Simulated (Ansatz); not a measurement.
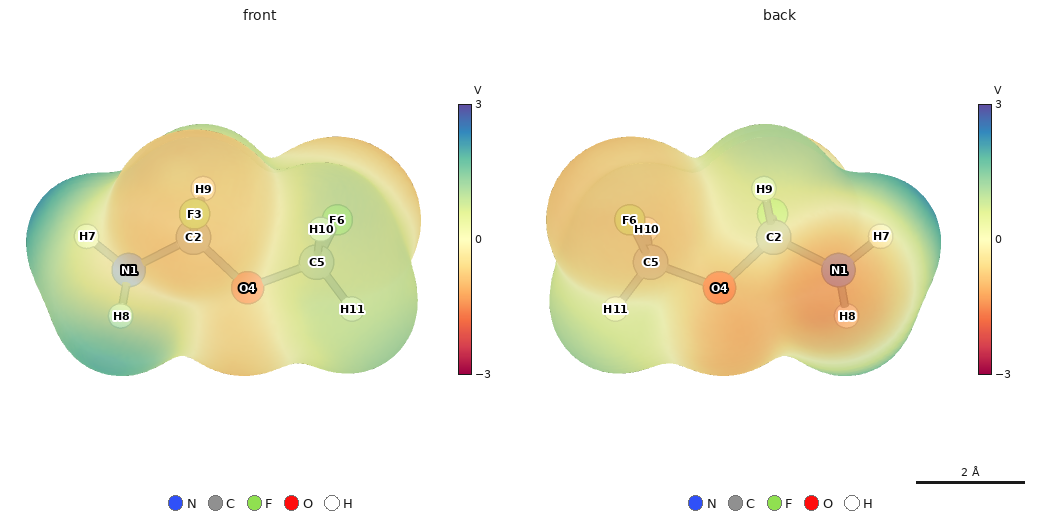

Figure 1: C2H5F2NO. The molecular electrostatic potential painted on the density surface at 0.002 e/bohr³, seen from the front and from behind; the colour scale runs from red (negative) to blue (positive).

Geometry: PBE0-D4/def2-TZVP.

These are results of RKS PBE0-D4/def2-TZVPP in Ansatz 0.2.0, not measurements.

Input

```
crystal:
  periodic: [false, false, false]
  atoms:
    - {symbol: N, position_ang: [-0.004132, -1.846916, -0.470830]}
    - {symbol: C, position_ang: [0.279977, -0.620889, 0.130346]}
    - {symbol: F, position_ang: [1.605468, -0.200414, -0.083092]}
    - {symbol: O, position_ang: [-0.552668, 0.328073, -0.435869]}
    - {symbol: C, position_ang: [-0.489215, 1.581956, 0.133424]}
    - {symbol: F, position_ang: [-1.098155, 1.580868, 1.367329]}
    - {symbol: H, position_ang: [0.588856, -2.583263, -0.117523]}
    - {symbol: H, position_ang: [0.065246, -1.787627, -1.478638]}
    - {symbol: H, position_ang: [0.174063, -0.673332, 1.217423]}
    - {symbol: H, position_ang: [0.542231, 1.912913, 0.279579]}
    - {symbol: H, position_ang: [-1.046171, 2.251931, -0.521550]}
basis:
  gaussian: {orbitals: def2-TZVPP}
hamiltonian: {xc: pbe0, dispersion: d4}
output: {orbitals: {seedname: orbitals}}
```

Command:

```sh
ansatz run in.yaml --threads 4 --pin off --events-out ev --progress --plain --max-ram 10444MiB
```

> Which sites attract a positive test charge, and which a negative one?

A positive charge is drawn to the negative regions and a negative charge to the positive ones. The most negative region (about −1.4 V) lies over N1, the most positive (about +2.1 V) over H7. N1 is the likeliest acceptor of a hydrogen bond.
